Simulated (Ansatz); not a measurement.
F$_{2}$H$_{2}$O$_{2}$Si···H$_{3}$Si···H$_{3}$O

Input

```
crystal:
  periodic: [false, false, false]
  atoms:
    - {symbol: Si, position_ang: [-0.955710, -0.073703, -0.277723]}
    - {symbol: Si, position_ang: [1.502155, -0.207840, -1.017258]}
    - {symbol: F, position_ang: [-0.932848, -1.120179, -1.547914]}
    - {symbol: F, position_ang: [-1.428166, -1.139519, 0.845525]}
    - {symbol: O, position_ang: [-2.180737, 0.861874, -0.864501]}
    - {symbol: H, position_ang: [0.351281, 0.435839, 1.857047]}
    - {symbol: O, position_ang: [-0.481507, 1.192661, 0.816727]}
    - {symbol: H, position_ang: [0.959716, -0.529055, 0.781997]}
    - {symbol: O, position_ang: [0.952870, -0.388567, 1.972485]}
    - {symbol: H, position_ang: [1.902551, -1.484939, -1.654415]}
    - {symbol: H, position_ang: [1.028267, 0.745425, -2.062821]}
    - {symbol: H, position_ang: [2.698321, 0.436069, -0.397286]}
    - {symbol: H, position_ang: [-2.623627, 0.488664, -1.628644]}
    - {symbol: H, position_ang: [-1.157846, 1.873395, 0.884398]}
    - {symbol: H, position_ang: [0.365378, -1.090225, 2.292285]}
basis:
  gaussian: {orbitals: def2-TZVPP}
hamiltonian: {xc: pbe0, dispersion: d4}
output: {orbitals: {seedname: orbitals}}
```

Launched as:

```sh
ansatz run in.yaml --threads 4 --pin off --events-out ev --progress --plain --max-ram 66560MiB --backend cuda --devices 0, --max-vram 37GiB
```

A transition-state structure; geometry: PBE0-D4/def2-TZVP.

Level of theory: RKS PBE0-D4/def2-TZVPP in Ansatz.

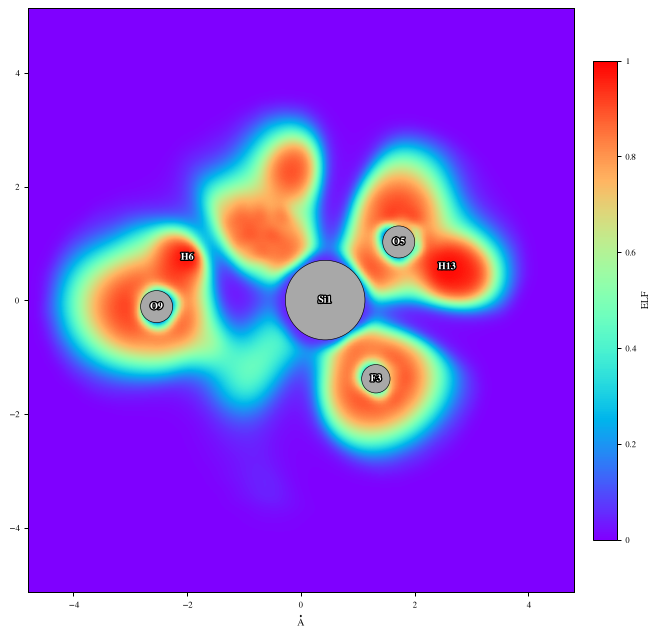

Figure 1. Electron localisation function on the plane of atoms F3, Si1 and O5. Grey discs cover the atomic cores.

### Describe what can be read from this map.

The section cuts through Si, F, O and H sites. Si–F (1.65 Å): the ELF peaks at about 0.85 in the valence shell of F, 0.6 Å from its nucleus, and is about 0.60 at the midpoint. Si–O (1.65 Å): the ELF peaks at about 0.85 between the atoms, as expected for a polar covalent bond. O–H (0.96 Å): the ELF climbs to about 1 towards the hydrogen, as it does in any bond to H (an ordinary covalent bond to hydrogen). The ELF also peaks beside F3, O9, O7 and O5, away from the bonds: lone-pair regions.

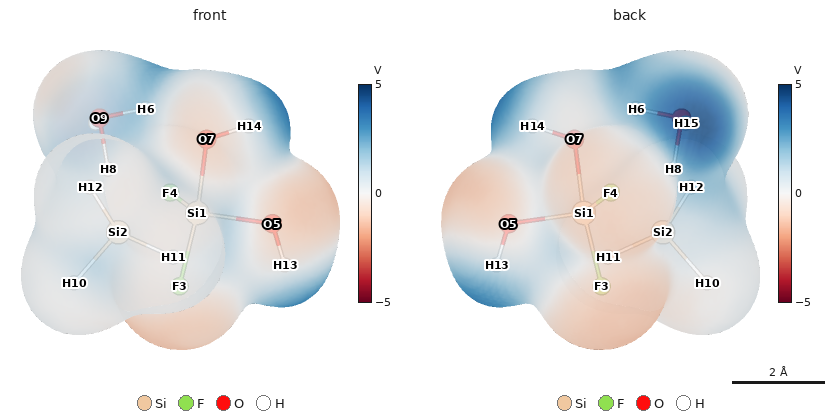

Figure 2. The molecular electrostatic potential painted on the density surface at 0.004 e/bohr³, seen from the front and from behind; red is negative and blue positive.

### Describe the electrostatic potential map.

The most negative region (about −1.3 V, or −30 kcal/mol for a unit charge) lies over F3 and O5, the most positive (about +4.3 V, or +99 kcal/mol for a unit charge) over H15.

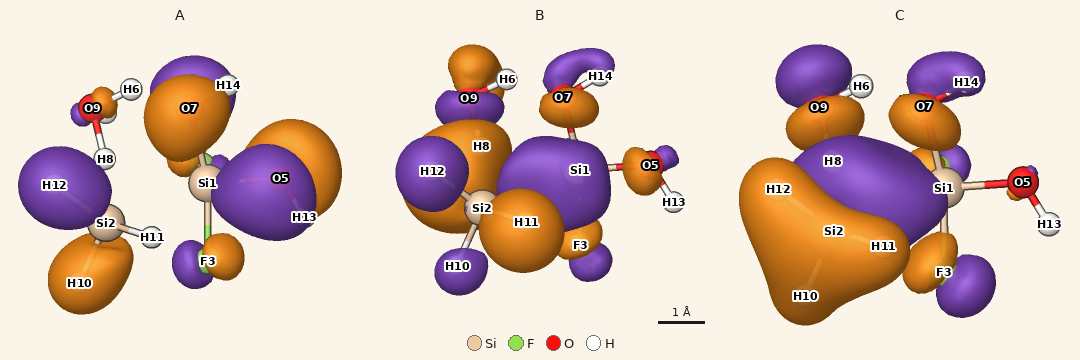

Figure 3. Three frontier orbitals at ±0.08 Å⁻³ᐟ² (orange and purple are the two phases), in no order.

### Order the three orbitals by energy and name them.

A is the HOMO−1 (−9.34 eV). It lies mainly on O5 (about 45 %), O7 (about 20 %) and Si2 (about 5 %). C is the HOMO (−7.41 eV). It lies mainly on Si2 (about 35 %), Si1 (about 15 %), O9 (about 10 %), H8 (about 10 %), F3 (about 10 %) and O7 (about 5 %). B is the LUMO (−0.65 eV). By Hirshfeld shares it lies mainly on Si2 (about 25 %), Si1 (about 20 %), H8 (about 10 %), O9 (about 10 %) and H11 (about 5 %).

### What is the HOMO–LUMO gap?

6.76 eV between the orbital energies.
